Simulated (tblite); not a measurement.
# Molecular dynamics, with input and output: C4H10OS (part 2 of 3)

The same run, continued: C4H10OS (diethyl sulfoxide), SMILES CCS(=O)CC; GFN2-xTB Langevin dynamics, gas phase (tblite 0.8.0). 

Geometry of the input (Å):
```
C  2.5887  0.1839  -0.8280
C  1.3941  -0.4225  -0.1198
S  -0.1505  0.4276  -0.7196
O  -0.0576  1.8068  -0.2396
C  -1.2844  -0.4484  0.4703
C  -2.6767  0.1331  0.3292
H  2.5479  -0.0221  -1.8954
H  3.5190  -0.2164  -0.4300
H  2.5846  1.2622  -0.6836
H  1.2823  -1.4813  -0.3436
H  1.4598  -0.2702  0.9560
H  -0.8955  -0.2922  1.4748
H  -1.2564  -1.5057  0.2151
H  -3.3489  -0.2809  1.0782
H  -2.6321  1.2123  0.4598
H  -3.0818  -0.0772  -0.6580
```

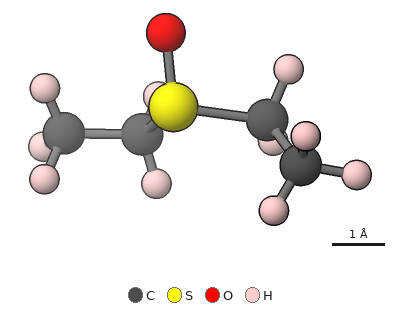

Figure 1. The geometry at step 21 of the log (ball-and-stick view, seen at a tilt).

Trajectory as extended XYZ, continued:
```
16
Properties=species:S:1:pos:R:3:forces:R:3 step=13 time_fs=325.0 energy=-569.65122 temperature=269.6
C     1.9916    0.2502   -0.6403    0.6689   1.4082  -2.6807
C     0.9778   -0.3303    0.1978   -1.5131  -2.0841   0.3252
S    -0.8189    0.2309   -0.1794    1.0593   0.4466  -0.7649
O    -0.8503    1.6678    0.1579   -0.0239  -0.8432   0.1085
C    -1.4826   -0.7488    1.2041   -0.7405  -1.0058   0.0139
C    -2.9936   -0.9273    1.0045   -0.4253   0.9958   1.2425
H     1.8389   -0.0496   -1.7109   -0.0694   0.4291   0.7068
H     3.0106   -0.0064   -0.4529    0.5913  -0.4428   0.6457
H     1.9291    1.3282   -0.5542    0.0135   0.3652  -0.3176
H     1.0868   -1.4261    0.1523   -0.6638   0.1245  -0.1483
H     1.0491   -0.0765    1.2093    0.3890   0.6493   1.5948
H    -1.2856   -0.2820    2.1347    0.0930   0.8502   0.8334
H    -0.9512   -1.7083    1.2684   -0.2994   0.0742  -0.4633
H    -3.4341   -1.4518    1.9024    0.3886   0.2895  -1.1709
H    -3.4839    0.0891    0.9776    0.5426  -0.9229   0.0152
H    -3.2267   -1.4080    0.0668   -0.0107  -0.3338   0.0598
16
Properties=species:S:1:pos:R:3:forces:R:3 step=14 time_fs=350.0 energy=-569.60871 temperature=273.3
C     1.8861    0.3930   -0.6098    2.4404  -1.0890   0.2420
C     0.8604   -0.2080    0.3365   -0.2041  -0.8753  -1.6517
S    -0.8559    0.2246   -0.1530   -0.6383   0.4779   1.6604
O    -0.9391    1.6492    0.2090   -0.2862  -0.3842  -0.3461
C    -1.6451   -0.7879    1.3559   -0.1282   0.9713  -0.0433
C    -3.0962   -1.0509    1.0036    0.4173   0.6528   0.1523
H     1.9830   -0.0879   -1.6170   -0.8814   0.4112   0.7873
H     2.9134    0.1267   -0.1793   -1.0429   0.4851  -0.2294
H     1.8920    1.4649   -0.7214   -0.4766   0.1744   0.0896
H     0.8792   -1.2902    0.1970    0.2015  -0.0922   0.2481
H     0.9136    0.0403    1.3689    0.5202   0.4301   0.5806
H    -1.6376   -0.3063    2.3681    0.3767   0.1949  -1.1375
H    -1.0732   -1.6864    1.4475    0.2884  -0.6004  -0.2173
H    -3.5114   -1.6615    1.7761   -0.4788  -0.4716   0.3379
H    -3.6255   -0.1013    0.9909   -0.0865  -0.0048  -0.0747
H    -3.2041   -1.5217    0.0470   -0.0216  -0.2802  -0.3982
16
Properties=species:S:1:pos:R:3:forces:R:3 step=15 time_fs=375.0 energy=-569.46812 temperature=238.1
C     1.8197    0.3981   -0.5485    0.9815  -0.3816   2.7712
C     0.8494   -0.2712    0.4906    0.0040   0.7602  -1.3838
S    -0.9485    0.1847   -0.0307    1.2850   0.4695  -1.1854
O    -1.0721    1.6306    0.2221   -0.0919  -0.6275   0.2219
C    -1.7275   -0.7337    1.3026   -0.2130   1.3995   3.1271
C    -3.1680   -1.1274    1.0257    1.6375  -0.2213  -0.2681
H     2.0222    0.0572   -1.5194   -1.0487  -0.9305  -1.2232
H     2.8567    0.3695   -0.1503   -0.3969  -0.0488   0.4361
H     1.5750    1.4257   -0.5442   -0.4647   1.0780  -0.3212
H     0.9012   -1.3492    0.5220    0.1090  -0.1425  -0.1146
H     1.0084    0.1632    1.4832    0.0114  -0.0898  -0.3401
H    -1.6505    0.0051    2.2119   -0.2174  -1.2689  -1.2725
H    -1.1645   -1.6198    1.5540    0.3070  -0.1425  -0.0725
H    -3.5578   -1.7121    1.8225   -0.4092  -0.2836   0.6923
H    -3.7399   -0.2606    0.8492   -0.8076   0.7027  -0.3397
H    -3.0530   -1.7608    0.1696   -0.6860  -0.2726  -0.7274
16
Properties=species:S:1:pos:R:3:forces:R:3 step=16 time_fs=400.0 energy=-569.59473 temperature=285.4
C     1.7350    0.3680   -0.4979   -0.8252   1.4225   0.5562
C     0.7735   -0.2135    0.5676    0.8726  -0.2445  -0.2532
S    -0.9095    0.2016   -0.0137   -0.9015  -1.0182   0.1890
O    -1.1918    1.5749    0.3542    0.0201   0.7525   0.0297
C    -1.7848   -0.7732    1.3883    0.3707   0.4235   0.1038
C    -3.1809   -1.2138    0.9734    1.0246  -0.1825  -0.2124
H     1.6109   -0.0312   -1.4832   -0.8141  -0.3970  -0.4289
H     2.7808    0.3092   -0.3786    1.2161  -0.5886   1.0905
H     1.5798    1.4638   -0.5534   -0.3470  -0.4264  -0.0446
H     0.7762   -1.3149    0.5017    0.2698   0.4326   0.3428
H     0.8816    0.1649    1.6215    0.2562  -0.3559  -1.1740
H    -1.8241    0.0034    2.1304   -0.0916   0.3261   0.5141
H    -1.1599   -1.5855    1.7744   -0.1813   0.0524  -0.3353
H    -3.7169   -1.6647    1.8256    0.0102   0.6122  -0.4328
H    -3.6662   -0.3228    0.5087    0.0179  -1.1720   0.3740
H    -2.9400   -2.0367    0.2867   -0.8973   0.3632  -0.3190
16
Properties=species:S:1:pos:R:3:forces:R:3 step=17 time_fs=425.0 energy=-569.68729 temperature=211.8
C     1.6881    0.3342   -0.4939   -0.6447   1.7318  -2.8598
C     0.7686   -0.1841    0.5288   -0.5583   0.0504   0.5557
S    -0.9976    0.2014    0.0708   -0.2969   0.3895  -0.5078
O    -1.2134    1.6017    0.4600    0.1689  -0.1641  -0.0932
C    -1.8323   -0.7898    1.3972    0.5322  -1.7871  -1.4629
C    -3.1827   -1.3090    0.8447    0.5671   0.2334   0.7232
H     1.5123   -0.1623   -1.4751   -0.0052   0.1343   0.5483
H     2.7074    0.2492   -0.3053    1.7067  -0.6228   0.7943
H     1.5963    1.4298   -0.7279   -0.5041  -0.7413   0.4604
H     0.9213   -1.2548    0.5759   -0.2544  -0.1697   0.4221
H     0.8745    0.3470    1.4643    0.2754  -0.2166   0.4188
H    -1.9771   -0.1632    2.2266   -0.0795   0.6920   1.0119
H    -1.1001   -1.6049    1.5849   -0.7410   0.3293   0.2680
H    -3.7411   -1.6984    1.7368    0.0513   0.5406  -1.1108
H    -3.6314   -0.4324    0.3324   -0.2360  -0.8197   0.5423
H    -3.0543   -2.1306    0.1249    0.0186   0.4201   0.2895
16
Properties=species:S:1:pos:R:3:forces:R:3 step=18 time_fs=450.0 energy=-569.74720 temperature=213.1
C     1.7160    0.3248   -0.5192    1.4682  -0.1274  -1.2143
C     0.7633   -0.2129    0.4642   -1.5970  -0.8683  -0.3599
S    -1.0431    0.2513    0.1288    0.1744  -0.6726  -0.3907
O    -1.1855    1.6379    0.5508   -0.1032   0.1391   0.3942
C    -1.8731   -0.9247    1.4181    0.0473   1.1615  -0.0086
C    -3.1743   -1.3615    0.7083    0.4256   0.5265   1.4161
H     1.6828   -0.1113   -1.5209   -0.1738  -0.4798   0.2355
H     2.7336    0.1755   -0.1240   -0.1882   0.0218  -0.2361
H     1.6126    1.3649   -0.7283   -0.3089   0.9445   0.3650
H     0.7305   -1.3060    0.4662    0.2609   0.1761   0.1434
H     0.9824    0.2108    1.4004    0.1602   0.2222   1.3709
H    -2.0149   -0.2880    2.3524   -0.0806  -0.9319  -1.1935
H    -1.1866   -1.7414    1.6130   -0.1073  -0.0286   0.0558
H    -3.8123   -1.8877    1.4323    0.0853   0.1447  -0.3309
H    -3.6566   -0.4374    0.3982   -0.2517  -0.2031  -0.1343
H    -2.9941   -2.0019   -0.1402    0.1889  -0.0247  -0.1125
16
Properties=species:S:1:pos:R:3:forces:R:3 step=19 time_fs=475.0 energy=-569.70889 temperature=239.8
C     1.6974    0.2533   -0.5167    0.3478   0.5596   0.4650
C     0.6874   -0.3053    0.5230   -0.0393   0.0355  -2.0950
S    -1.0778    0.2734    0.1323    1.0719  -0.7185  -0.3815
O    -1.1501    1.6316    0.6242   -0.3238   0.6475   0.4991
C    -1.8691   -0.9204    1.3322    0.2565   0.7450   1.3331
C    -3.1034   -1.4310    0.6581   -0.7118   1.0294  -0.5937
H     1.6242   -0.1741   -1.5091   -0.1194  -0.3816   0.0847
H     2.7342    0.1078   -0.1253   -0.7791  -0.0287  -0.3905
H     1.5852    1.3494   -0.6802   -0.1687  -0.6730   0.4656
H     0.5485   -1.3919    0.4169    0.6338   0.4287   0.3244
H     1.0300    0.0657    1.4587   -0.2709  -0.1328   0.8686
H    -1.9905   -0.3649    2.3179   -0.2712  -0.6272  -1.2054
H    -1.2535   -1.7822    1.5299    0.6155  -0.0512   0.0080
H    -3.5464   -2.2441    1.1807   -0.1662  -0.8255   0.2944
H    -3.8629   -0.6483    0.6349   -0.0326   0.0887  -0.1583
H    -2.8820   -1.6964   -0.3875   -0.0423  -0.0960   0.4816
16
Properties=species:S:1:pos:R:3:forces:R:3 step=20 time_fs=500.0 energy=-569.72468 temperature=203.0
C     1.6425    0.2779   -0.4285   -0.9590  -0.6792  -0.9684
C     0.6241   -0.3531    0.5452    0.6187   3.3547  -0.2015
S    -1.0690    0.2818    0.0614    0.1569   0.1000   0.4504
O    -1.1273    1.6107    0.6875    0.0671  -0.1871  -0.3670
C    -1.9098   -0.8252    1.2769    0.7764  -1.5349  -0.3252
C    -3.0697   -1.5284    0.6404   -1.6279   0.9997   0.0700
H     1.5640   -0.2250   -1.4009   -0.1031  -0.0006   0.0549
H     2.6468    0.1109   -0.1162    0.6625   0.1641   0.4935
H     1.4461    1.3310   -0.6394    0.0464  -0.1335   0.4862
H     0.7229   -1.3901    0.5753   -0.0245  -1.3575   0.1731
H     0.7612    0.2032    1.4960   -0.0286  -0.8774  -0.1611
H    -2.1974   -0.2595    2.1273   -0.1802   0.5892   0.6178
H    -1.2166   -1.6285    1.5840    0.0336   0.5456   0.0185
H    -3.4063   -2.3427    1.2529    0.1183  -0.7052   0.1318
H    -3.9454   -0.8427    0.6642    0.4469  -0.2508  -0.5586
H    -2.8677   -1.8501   -0.3757   -0.0034  -0.0270   0.0855
16
Properties=species:S:1:pos:R:3:forces:R:3 step=21 time_fs=525.0 energy=-569.68054 temperature=323.7
C     1.6014    0.3859   -0.4083    0.0758  -2.2592  -1.4187
C     0.6056   -0.2734    0.5493    0.6671   1.9987  -0.3693
S    -1.0622    0.2720    0.0359   -0.4633  -0.1481   0.3517
O    -1.1415    1.6113    0.6137   -0.1295   0.3948  -0.1826
C    -2.0278   -0.7715    1.2688    0.2834  -0.5667  -0.0026
C    -3.0779   -1.6194    0.5878   -1.4799   0.0129   1.2849
H     1.5879   -0.1441   -1.4135   -0.5618   0.6749   0.7941
H     2.6041    0.1292   -0.1083    0.4256   0.6651   0.5597
H     1.3918    1.4092   -0.5667    0.1274   0.9025   0.1040
H     0.7399   -1.2941    0.4712   -0.0608  -2.0924   0.1086
H     0.7957    0.1146    1.5469   -0.1979  -0.1159   0.1480
H    -2.5439   -0.0417    1.8749    0.2003   0.1648   0.3910
H    -1.3159   -1.3783    1.8577   -0.3941   0.3407  -0.2311
H    -3.6421   -2.2829    1.3075    1.0948   0.2420  -0.5519
H    -3.8891   -0.9822    0.2636   -0.0492   0.4455  -0.4755
H    -2.7324   -2.1578   -0.2550    0.4620  -0.6596  -0.5104
16
Properties=species:S:1:pos:R:3:forces:R:3 step=22 time_fs=550.0 energy=-569.48431 temperature=308.0
C     1.6818    0.4033   -0.3183    1.1263  -0.1037  -1.3645
C     0.6476   -0.2436    0.5386    0.2130  -2.6467  -0.3958
S    -1.0924    0.2498    0.0550    0.7073   0.4658  -0.1024
O    -1.0944    1.6615    0.4463   -0.3453   0.1124   0.0122
C    -2.0555   -0.7083    1.3243   -1.5710   0.7181  -0.2927
C    -3.0302   -1.5784    0.5123    0.6617  -1.0457   0.3954
H     1.7188    0.1692   -1.4177   -0.7865   0.0455   0.9326
H     2.7204    0.0884   -0.0198   -0.9805   0.8214   0.2723
H     1.4099    1.4324   -0.1880    0.9238   0.8428  -0.2678
H     0.7654   -1.3622    0.3741   -0.5325   0.9818   0.6967
H     0.8781    0.0773    1.5529   -0.4664  -0.3304   0.1159
H    -2.5731   -0.0029    2.0162    0.3934  -0.3804  -0.6359
H    -1.3844   -1.3169    1.8654    0.6051  -0.6099   0.6606
H    -3.9004   -1.9862    1.0472    0.7598  -0.1054   0.3797
H    -3.4947   -1.1273   -0.3233   -0.1241   1.2036  -0.8110
H    -2.4039   -2.3787    0.0698   -0.5842   0.0308   0.4048
16
Properties=species:S:1:pos:R:3:forces:R:3 step=23 time_fs=575.0 energy=-569.50139 temperature=284.7
C     1.7160    0.4234   -0.2328    0.2630   0.6601  -0.5126
C     0.6491   -0.2668    0.5569    0.5795  -2.3293  -0.0165
S    -1.0251    0.2680    0.0298    0.0447  -0.0785  -0.5892
O    -1.0514    1.7123    0.2838   -0.1387  -0.2523   0.3845
C    -2.0318   -0.6655    1.3188   -1.2243  -0.2018  -1.1482
C    -2.9665   -1.5809    0.4736    1.9671  -0.8232  -0.8540
H     1.6381    0.2079   -1.2939   -0.7879   0.2648  -0.3385
H     2.7442    0.0452   -0.1025   -0.3946   0.6459   1.0482
H     1.5016    1.4816   -0.0351    1.0257  -0.0878  -0.3678
H     0.7917   -1.3637    0.2756   -0.7748   0.9886   0.9399
H     0.6968   -0.0673    1.6366    0.2541  -0.2762  -0.3657
H    -2.7010    0.0931    1.7077    0.2328   0.2117   0.5028
H    -1.5148   -1.2321    2.0885    0.1422   0.2921  -0.1736
H    -3.8646   -1.8030    0.9811   -0.8010  -0.2630   0.6107
H    -3.2182   -1.1480   -0.4994    0.0593   0.3177   0.3425
H    -2.4541   -2.5522    0.1964   -0.4471   0.9314   0.5375
16
Properties=species:S:1:pos:R:3:forces:R:3 step=24 time_fs=600.0 energy=-569.62947 temperature=359.4
C     1.7984    0.4191   -0.1681   -1.0956  -0.8260   0.0706
C     0.7362   -0.3397    0.6710    0.1141   0.4236  -1.0320
S    -0.9103    0.2811   -0.0259   -0.4336  -1.3279  -0.6108
O    -1.0734    1.6874    0.2446    0.3164   1.1600   0.4136
C    -2.0975   -0.5610    1.1535    0.9532  -1.8432   0.2796
C    -2.9344   -1.6108    0.4413    0.5334  -1.0856  -0.4837
H     1.7120    0.1524   -1.2435   -0.4693   0.4508   0.6454
H     2.7927    0.1184    0.0634    0.7304   0.0257   0.6712
H     1.6006    1.4472    0.0390    0.3685   0.7625  -0.3578
H     0.8408   -1.3666    0.3584   -0.4652  -0.4811   0.3907
H     0.7254   -0.2006    1.7521    0.4368   0.0883  -0.2662
H    -2.7872    0.1145    1.6085    0.1757   0.7866   0.3354
H    -1.4550   -1.1271    1.8836   -0.7089   0.8796  -0.2426
H    -3.7560   -1.9370    1.0707   -0.3662   0.3958  -0.1438
H    -3.2472   -1.3042   -0.5597   -0.2656   0.1832   0.3970
H    -2.3758   -2.5506    0.2892    0.1758   0.4076  -0.0665
16
Properties=species:S:1:pos:R:3:forces:R:3 step=25 time_fs=625.0 energy=-569.57960 temperature=350.0
C     1.8656    0.3617   -0.0728   -1.4508  -0.5665   1.2450
C     0.7007   -0.3745    0.6984    0.2468   1.7422  -1.0782
S    -0.8577    0.2591   -0.1069   -0.4018  -1.1139  -0.4813
O    -0.9916    1.6471    0.2494    0.4122   1.6556   0.1222
C    -2.1108   -0.4647    1.0358   -1.7087   0.4142   0.1316
C    -2.8271   -1.6525    0.4410   -0.5216  -0.7622   0.3848
H     2.0146    0.1246   -1.1243   -0.3714  -0.0696   0.3255
H     2.7483    0.2211    0.4872    1.2750  -0.6256   0.3339
H     1.6516    1.3971    0.1134   -0.2771   0.6932  -0.6367
H     0.6469   -1.4278    0.5978    0.3046  -0.8164   0.0583
H     0.6335    0.0065    1.7165    0.3240  -0.3351   0.0008
H    -2.9313    0.3213    1.0490    1.2282  -0.4165   0.3294
H    -1.7191   -0.5963    2.0421    0.0527  -0.1162  -0.1182
H    -3.5183   -2.1862    1.1260    0.0544   0.8799  -0.1201
H    -3.3664   -1.3081   -0.4348   -0.1397  -0.1728  -0.0278
H    -2.1925   -2.4573    0.1524    0.9731  -0.3903  -0.4694
16
Properties=species:S:1:pos:R:3:forces:R:3 step=26 time_fs=650.0 energy=-569.60137 temperature=359.8
C     1.8699    0.2401    0.0813    0.8434  -0.9804   1.0995
C     0.6618   -0.3086    0.8327   -0.4823  -0.3348  -2.9007
S    -0.8535    0.2652   -0.1622    0.6297   0.7424   0.7432
O    -0.7270    1.6995    0.1404   -0.6534   0.0680  -0.4748
C    -2.1636   -0.3870    1.0056   -0.9504   0.9844  -0.2040
C    -2.6903   -1.7190    0.5501    1.8879  -0.8159  -0.0260
H     1.8528   -0.2015   -0.9327    0.4535   0.3840   0.6244
H     2.7687   -0.0780    0.7123   -0.7959   0.2274  -1.2402
H     1.9093    1.3177    0.0476   -0.3259   0.1712  -0.1460
H     0.6355   -1.3698    0.6706    0.1311  -0.5659   0.7213
H     0.5203    0.0776    1.7877   -0.0179   0.2956   1.4831
H    -2.9280    0.4183    1.1075    0.3830  -0.5603  -0.3423
H    -1.6820   -0.4549    1.9485    0.3699  -0.2000   0.9140
H    -3.1579   -2.3281    1.2904   -0.6204   0.1096   0.8913
H    -3.3406   -1.6963   -0.2933   -0.1405   0.2362  -0.6650
H    -1.7628   -2.3124    0.3448   -0.7118   0.2385  -0.4777
16
Properties=species:S:1:pos:R:3:forces:R:3 step=27 time_fs=675.0 energy=-569.58549 temperature=374.4
C     1.8815    0.0755    0.2107   -0.1169   0.7064   0.5673
C     0.6188   -0.3713    0.8482   -1.3514  -0.2392   0.6385
S    -0.8081    0.2994   -0.1104   -0.0772   0.3827  -1.6210
O    -0.6411    1.7850   -0.1199   -0.3811  -1.5165   0.7497
C    -2.0651   -0.3695    1.0952   -0.0516   0.9519   0.1414
C    -2.5052   -1.7380    0.7123    0.5918  -0.8287  -2.4858
H     1.9581   -0.4267   -0.7187    0.6609  -0.5158  -0.7465
H     2.6742   -0.1025    0.9203    0.5923  -0.1187  -0.2822
H     1.8137    1.1461    0.0073    0.0774  -0.0227   0.0714
H     0.5126   -1.4796    0.9434    0.0777   0.9590  -0.0450
H     0.3805    0.1548    1.7721    0.7029  -0.3488   0.4541
H    -2.9015    0.2848    1.0373   -0.7591   0.7648  -0.1100
H    -1.6857   -0.2745    2.1018    0.2405  -0.2883   0.3020
H    -2.9255   -2.2739    1.4982   -0.9679  -0.5778   1.5196
H    -3.2673   -1.7615   -0.1471    1.2998   0.2179   1.0946
H    -1.6234   -2.3631    0.4349   -0.5380   0.4739  -0.2480
16
Properties=species:S:1:pos:R:3:forces:R:3 step=28 time_fs=700.0 energy=-569.68729 temperature=303.9
C     1.9864   -0.0547    0.3151   -1.9677  -0.3907  -0.8537
C     0.6858   -0.3788    1.0339   -1.2454   1.3433   0.2074
S    -0.7473    0.2335   -0.0872   -0.1719   1.1038   0.7971
O    -0.6585    1.7173   -0.2098   -0.0284  -1.4830   0.3633
C    -2.0801   -0.2497    1.2317    2.0679   0.1804   0.4062
C    -2.3557   -1.6929    0.9090   -0.3613  -0.5488   0.1762
H     2.0162   -0.6840   -0.5845    0.3953  -0.0061   0.3822
H     2.7415   -0.2390    1.0047    1.6673  -0.2101   0.6407
H     1.9703    0.9602   -0.0503    0.1061   0.4016   0.2500
H     0.4498   -1.4300    1.0669    0.3021  -0.2531   0.2596
H     0.5336    0.1076    2.0570    0.5155  -0.5752  -1.3953
H    -2.9370    0.3777    1.1365   -0.4870   0.3095  -0.2819
H    -1.6293   -0.0587    2.2497   -0.4499  -0.3758  -1.0126
H    -2.9495   -2.1411    1.6936   -0.2686  -0.1086   0.2956
H    -2.9527   -1.7311    0.0066    0.0103  -0.0951  -0.2516
H    -1.4971   -2.3718    0.7820   -0.0841   0.7079   0.0168
```
